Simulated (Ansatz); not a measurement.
# C: normal modes

Aim: for C, compute the harmonic modes.

Program: Ansatz 0.2.0. Level of theory: DFT r2SCAN, scalar-relativistic, plane waves, PAW. These are calculated values, not measurements.

2 further runs of the same task are left out: 2 set aside as unsound or not needed. Runs told in other sessions of the task aren't counted.

## 1. The system as given

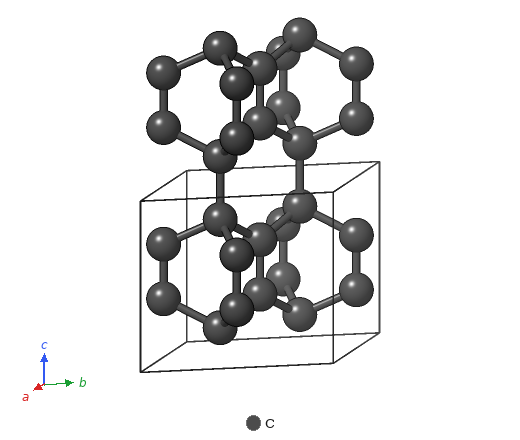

Start, viewed slightly off an axis; carbon dark grey. 1×1×2 cells are drawn. Atoms on the faces are drawn again on the opposite ones.

Coordinates:

```
CELL_PARAMETERS angstrom
4.82421 0.00000 0.00000
-2.41211 4.17789 0.00000
0.00000 0.00000 4.15465
ATOMIC_POSITIONS crystal
C 0.66667 0.33333 0.18394
C 0.33333 0.66667 0.18394
C 0.66667 0.33333 0.81606
C 0.33333 0.66667 0.81606
C 0.50000 0.50000 0.34073
C 0.00000 0.50000 0.34073
C 0.50000 0.00000 0.34073
C 0.50000 0.50000 0.65927
C 0.50000 0.00000 0.65927
C 0.00000 0.50000 0.65927
```

This cell was relaxed beforehand with the same method: volume 8.37 Å³/atom, gap on the mesh none (metal).

## 2. Zero of the scan

The input, input.yaml:

```yaml
crystal:
  lattice:
    - [4.8242129655, 0.0, 0.0]
    - [-2.4121064828, 4.1778909814, 0.0]
    - [0.0, 0.0, 4.1546454513]
  atoms:
    - { symbol: C, position: [0.6666666667, 0.3333333333, 0.183939338] }
    - { symbol: C, position: [0.3333333333, 0.6666666667, 0.183939338] }
    - { symbol: C, position: [0.6666666667, 0.3333333333, 0.816060662] }
    - { symbol: C, position: [0.3333333333, 0.6666666667, 0.816060662] }
    - { symbol: C, position: [0.5, 0.5, 0.3407291585] }
    - { symbol: C, position: [1.0, 0.5, 0.3407291585] }
    - { symbol: C, position: [0.5, 0.0, 0.3407291585] }
    - { symbol: C, position: [0.5, 0.5, 0.6592708415] }
    - { symbol: C, position: [0.5, 0.0, 0.6592708415] }
    - { symbol: C, position: [1.0, 0.5, 0.6592708415] }
basis:
  ecutwfc: 500
kpoints:
  mp_grid: { grid: [12, 12, 10] }
hamiltonian:
  xc: r2scan
scf:
  occupations: { method: gaussian, width: 0.15 }
output:
  forces: true
  stress: true
  eigenvalues: true
```

The run is started by

```sh
$ ansatz run input.yaml --threads 2 --pin off --max-ram 5120MiB --backend cpu --events-out ev --progress --plain --runs-dir out
```

Standard output, cut to the lines that bear on the results:

```text
Warning: RAYON_NUM_THREADS=2 ignored (pool sized by the plan → 2); use --threads N
[...]
Pseudopotentials: kind: paw
Pseudopotential: C, paw, valence charge 4, recommended cutoff 500 eV (meta_gga), C.paw.azcp
Functional definition: r2SCAN
[...]
Crystal: 10 atoms, lattice volume = 83.737 Å³
Basis set: ecut = 500 eV, 2145 PW (Γ), exchange–correlation on 144×144×128 points (64 copies of the dense FFT grid, shifted against one another)
Bands: 30, of which v1, the nominal top of the filled ones, is band 20 counted from 1 (19 counted from 0)
Symmetry: 24 space group operations
Space group: P6/mmm (ITA 191), of the structure as read, at distance tolerance 4.4e-5 Å
k-points: 114 of 1440
[...]
SCF iter   1: F=—  HF=-2510.589337 eV  |F-HF|=—  |Δ(HF+E_count)|=         —  Δρ=1.91e-2  dr2=4.06e-1  dr2_τ=1.99e0  ethr=1.77e-3  ⟨swp⟩=5.9  Hψ=16393  notcnv=0  defer=40
[...]
SCF iter   9: F=-2510.697448 eV  HF=-2510.697448 eV  |F-HF|=2.17e-8  |Δ(HF+E_count)|=   1.83e-7  Δρ=3.05e-6  dr2=1.14e-8  dr2_τ=6.07e-10  ethr=2.50e-10  ⟨swp⟩=10.9  Hψ=16652  notcnv=0
[...]
SCF converged after 9 iterations
Free energy (F): -2510.697448 eV
[...]
E sigma→0 (E₀):  -2510.694404 eV
Entropy (-TS):   -0.006088 eV (-0.609 meV/atom)
Fermi energy:    8.135510 eV
[...]
--- Forces (eV/Å), atoms counted from 1 ---
  atom   1  C     -0.00000000     0.00000000    -0.00321690
  atom   2  C      0.00000000    -0.00000000    -0.00321690
  atom   3  C      0.00000000     0.00000000     0.00321690
  atom   4  C      0.00000000    -0.00000000     0.00321690
  atom   5  C     -0.00000000     0.00000000    -0.02202874
  atom   6  C     -0.00000000     0.00000000    -0.02202874
  atom   7  C      0.00000000     0.00000000    -0.02202874
  atom   8  C      0.00000000     0.00000000     0.02202874
[...]
--- Stress (GPa, compression-positive) ---
       -0.060036       0.000000       0.000000
       -0.000000      -0.060036       0.000000
        0.000000       0.000000       0.125626
  P = ⅓ Tr σ = 0.0019 GPa (0.019 kbar)
--- Band table (eV; the first three rows and the last of 114) ---
[...]
```

It took 21 s on 2 threads of Arm Neoverse V2, shared host; peak memory 0.66 GiB.

Reference values: F = -2510.6974 eV; pressure 0.00 GPa; largest force 0.022 eV/Å; gap on the mesh none (metal).

## 3. Normal modes

Changes to input.yaml since step 2:

```diff
@@ -25,4 +25,8 @@
 output:
-  forces: true
-  stress: true
   eigenvalues: true
+phonons:
+  method: fd
+  supercell: [1, 1, 1]
+  amplitude: 0.02
+  eigenvectors: true
+  dielectric: false
```

The run is started by

```sh
$ ansatz run input.yaml --threads 2 --pin off --max-ram 5120MiB --backend cpu --events-out ev --progress --plain --runs-dir out
```

Standard output, cut to the lines that bear on the results:

```text
Warning: RAYON_NUM_THREADS=2 ignored (pool sized by the plan → 2); use --threads N
[...]
[... 3 set-up lines as earlier in the session ...]
[...]
Crystal: 10 atoms, lattice volume = 83.737 Å³
Basis set: ecut = 500 eV, 2145 PW (Γ), exchange–correlation on 180×180×160 points (125 copies of the dense FFT grid, shifted against one another)
Bands: 30, of which v1, the nominal top of the filled ones, is band 20 counted from 1 (19 counted from 0)
[... 1 set-up line as earlier in the session ...]
k-points: 114 of 1440
[...]
SCF iter   1: F=—  HF=-2510.589337 eV  |F-HF|=—  |Δ(HF+E_count)|=         —  Δρ=1.91e-2  dr2=4.06e-1  dr2_τ=1.99e0  ethr=1.77e-3  ⟨swp⟩=5.9  Hψ=16393  notcnv=0  defer=40
[...]
Symmetry: 2 space group operations
[...]
  atom   8  C      0.00000000     0.00000000     0.02201951
[...]
--- Band table (eV; the first three rows and the last of 114) ---
[...]
--- Phonons: 5 displaced members + reference (amplitude 0.02 Å, Σ member SCF iterations 43) ---
  symmetry images taken by strict's conditions (phonons.symmetry_images: auto; settled by no image being taken that strict refuses)
  ASR residual: 1.906e-2 → 0.000e0 eV/Å²; symmetrization residual: 5.973e-3 eV/Å²
  largest component of a force at the reference: 2.2e-2 eV/Å
  ASR residual per site (eV/Å²): 1.91e-2 1.91e-2 1.91e-2 1.91e-2 1.25e-2 1.25e-2 1.25e-2 1.25e-2 1.25e-2 1.25e-2
  Γ frequencies (cm⁻¹): -246.78 0.00 0.00 0.00 576.00 576.00 614.79 670.88 670.88 765.32 765.32 769.70 769.70 880.44 887.41 887.41 977.84 977.84 1001.66 1023.83 1023.83 1170.17 1216.27 1236.72 1236.72 1266.90 1279.39 1609.85 1609.85 1683.63
  density of states and harmonic sums: on the 15×15×15 q-mesh, interpolated from the force constants of a 1×1×1 supercell (no non-analytic term)
  largest difference from the sums on the solved wave vectors: F 2.95e-1 eV, S 5.90e-4 and C_V 2.96e-4 eV/K
[...]
```

It took 8.8 min on 2 threads of Arm Neoverse V2, shared host; peak memory 1.4 GiB.

Wavenumbers in cm⁻¹, from the file of eigenvectors (i: imaginary; no LO–TO term): 1: 247i, 2: 0, 3: 0, 4: 0, 5: 576, 6: 576, 7: 615, 8: 671, 9: 671, 10: 765, 11: 765, 12: 770, 13: 770, 14: 880, 15: 887, 16: 887, 17: 978, 18: 978, 19: 1002, 20: 1024, 21: 1024, 22: 1170, 23: 1216, 24: 1237, 25: 1237, 26: 1267, 27: 1279, 28: 1610, 29: 1610, 30: 1684. Three modes near zero are the rigid translations.

## 4. Summary of results

| quantity | value |
| --- | --- |
| modes | 30 from 247i to 1684 cm⁻¹ |

What this shows: 1 mode is unstable at this geometry, the strongest at 247i cm⁻¹.
